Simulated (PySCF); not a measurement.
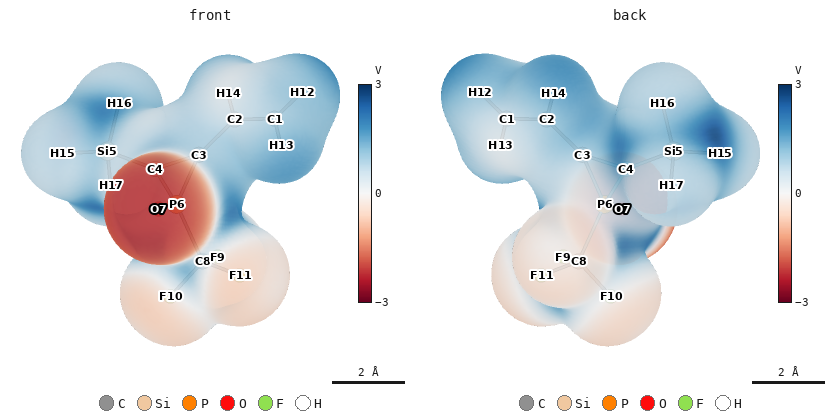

C$_{5}$H$_{6}$F$_{3}$OPSi. The electrostatic potential painted on the density surface at 0.004 e/bohr³, seen from the front and from behind; red is negative and blue positive.

Geometry: GFN2-xTB.

The calculation used PySCF, PBE0/pcSseg-1, SCF density, gas phase, non-relativistic.

```json
{"atom": "C", "x (Å)": "2.6293", "y (Å)": "-1.0506", "z (Å)": "0.7746"}
{"atom": "C", "x (Å)": "1.3318", "y (Å)": "-1.3325", "z (Å)": "0.6785"}
{"atom": "C", "x (Å)": "0.4254", "y (Å)": "-0.5005", "z (Å)": "-0.0337"}
{"atom": "C", "x (Å)": "-0.8809", "y (Å)": "-0.3878", "z (Å)": "-0.4064"}
{"atom": "Si", "x (Å)": "-2.5145", "y (Å)": "-1.2964", "z (Å)": "-0.2604"}
{"atom": "P", "x (Å)": "0.1568", "y (Å)": "0.9133", "z (Å)": "-1.0824"}
{"atom": "O", "x (Å)": "0.5332", "y (Å)": "1.1977", "z (Å)": "-2.4695"}
{"atom": "C", "x (Å)": "-0.0416", "y (Å)": "2.4573", "z (Å)": "-0.0301"}
{"atom": "F", "x (Å)": "-0.4115", "y (Å)": "2.1741", "z (Å)": "1.2204"}
{"atom": "F", "x (Å)": "-0.9614", "y (Å)": "3.2718", "z (Å)": "-0.5468"}
{"atom": "F", "x (Å)": "1.1064", "y (Å)": "3.1348", "z (Å)": "0.0353"}
{"atom": "H", "x (Å)": "3.3139", "y (Å)": "-1.6816", "z (Å)": "1.3138"}
{"atom": "H", "x (Å)": "3.0394", "y (Å)": "-0.1694", "z (Å)": "0.3058"}
{"atom": "H", "x (Å)": "0.9002", "y (Å)": "-2.2095", "z (Å)": "1.1446"}
{"atom": "H", "x (Å)": "-3.1222", "y (Å)": "-1.3186", "z (Å)": "-1.5874"}
{"atom": "H", "x (Å)": "-2.2005", "y (Å)": "-2.6410", "z (Å)": "0.2226"}
{"atom": "H", "x (Å)": "-3.3107", "y (Å)": "-0.5491", "z (Å)": "0.7112"}
```

> Describe the electrostatic potential map.

The most negative region (about −2.1 V, or −48 kcal/mol for a unit charge) lies over O7, the most positive (about +2.4 V, or +55 kcal/mol for a unit charge) over Si5. O7 is the likeliest acceptor of a hydrogen bond.
